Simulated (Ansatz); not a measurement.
# In(H2S)F3 (F3H2InS): the relaxed shape and its frontier levels

Aim: characterise In(H2S)F3 (F3H2InS) as a singlet: its structure, frontier levels and distribution of charge.

Program: Ansatz 0.2.0, Gaussian basis. Level of theory: RKS PBE0-D4/def2-TZVP. These are calculated values, not measurements.

Plan: relaxation at PBE-D4/def2-SVP; a search for the lowest solution at PBE0-D4/def2-SVP; a single point at PBE0-D4/def2-TZVP.

3 further runs of the same task are left out: 3 set aside as unsound or not needed.

**1. Where the work starts**

7 atoms, charge 0, spin multiplicity 1.

Atoms are counted from 1 here; the program's logs count them from 0.

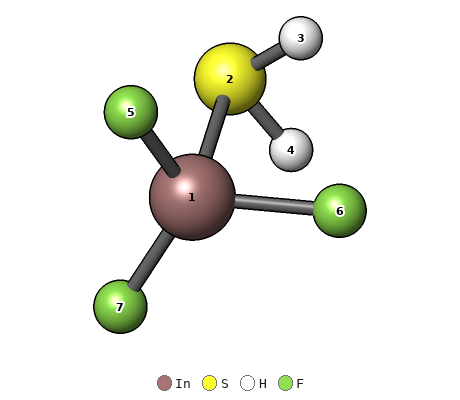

The starting geometry (indium brown, sulfur yellow, hydrogen white, fluorine green); atoms are numbered from 1 in the order of the file.

In takes a core potential in the def2 sets. No spin-orbit coupling is included.

The start is a GFN2-xTB geometry.

**2. Relaxation at PBE-D4/def2-SVP**

in.yaml reads:

```yaml
crystal:
  periodic: [false, false, false]
  atoms:
    - {symbol: In, position_ang: [0.186160, -0.290970, -0.993530]}
    - {symbol: S, position_ang: [0.130750, -0.220540, 1.641870]}
    - {symbol: H, position_ang: [0.476090, 1.068460, 1.544880]}
    - {symbol: H, position_ang: [-1.170560, 0.063160, 1.520250]}
    - {symbol: F, position_ang: [2.087280, -0.157380, -1.474860]}
    - {symbol: F, position_ang: [-0.823110, 1.426840, -0.842670]}
    - {symbol: F, position_ang: [-0.886620, -1.889560, -1.395940]}
basis:
  gaussian: {orbitals: def2-SVP}
hamiltonian: {xc: pbe, dispersion: d4}
scf: {omitted_lower_state_checks: [starts]}
output: {orbitals: {seedname: orbitals}}
relax: {f_tol: 0.02, max_steps: 100}
```

Command:

```console
ansatz run in.yaml --threads 4 --pin off --events-out ev --progress --plain --max-ram 3916MiB
```

The runs that follow: Searching for the lowest solution, PBE0-D4/def2-SVP; Single point, PBE0-D4/def2-TZVP.

Q: Predict the results of all the runs planned. Wanted: point group; commonest bond, hydrogen aside; HOMO, LUMO at PBE0-D4/def2-TZVP; dipole at PBE-D4/def2-SVP.

**Answer**, as computed:

```
                       quantity                           value
                    point group                              C1
 commonest bond, hydrogen aside  F–In, 3 of mean length 1.983 Å
HOMO, LUMO at PBE0-D4/def2-TZVP                 -9.73, -2.73 eV
      dipole at PBE-D4/def2-SVP                          3.50 D
```

**Reading.** The molecule keeps its bonding pattern by the stored test; the atoms moved 0.51 Å (rms), and the angle In1–S2–H3 went from 87° to 70°. No usable vibrations, so a minimum isn't proven. The HOMO lies nearest to S2 56 %; F6 14 % and the LUMO to In1 44 %; F5, F7 about 16 % each. The point group is read from a loosely relaxed geometry; soft torsions can leave it below the true symmetry.
